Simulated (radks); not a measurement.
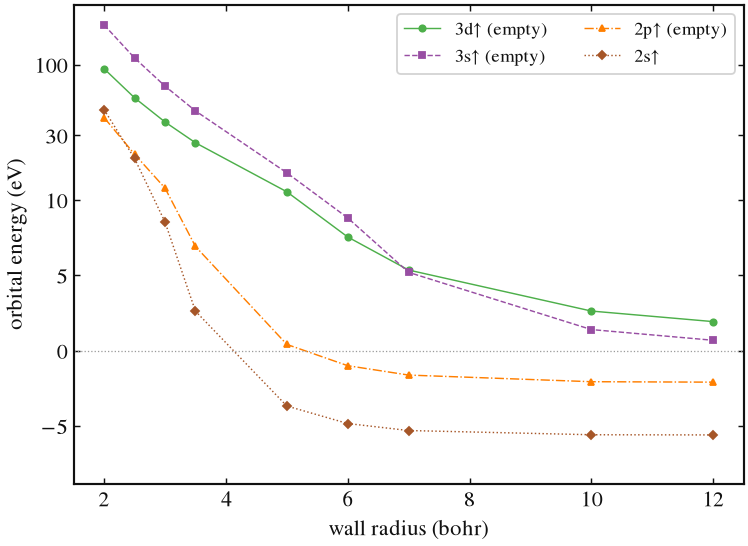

A free Be atom; electrons: [He] 2s2. It is put inside a hard spherical wall of varying radius. All numbers are computed, not measured: scalar-relativistic Kohn-Sham, LDA (Slater exchange, VWN5 correlation), spin-polarised, spherical densities, finite nucleus (the in-house radial solver radks). The plot shows the outer orbital energies (spin up), on a scale that is linear within ±10 eV and logarithmic beyond.

Describe the level shifts under confinement.

The levels rise as the wall closes in: 2s↑ goes from −5.60 eV at 12 bohr to 46.5 eV at 2 bohr and passes zero between 5 and 3.5 bohr. On compression 3d↑ drops below 3s↑ between 7 and 6 bohr and 2p↑ drops below 2s↑ between 2.5 and 2 bohr; in each crossing pair the level of higher l rises less. The fastest to rise is 3s↑ (by 195.4 eV), the slowest 2p↑ (by 42.7 eV): the wall presses hardest on the most extended orbitals.
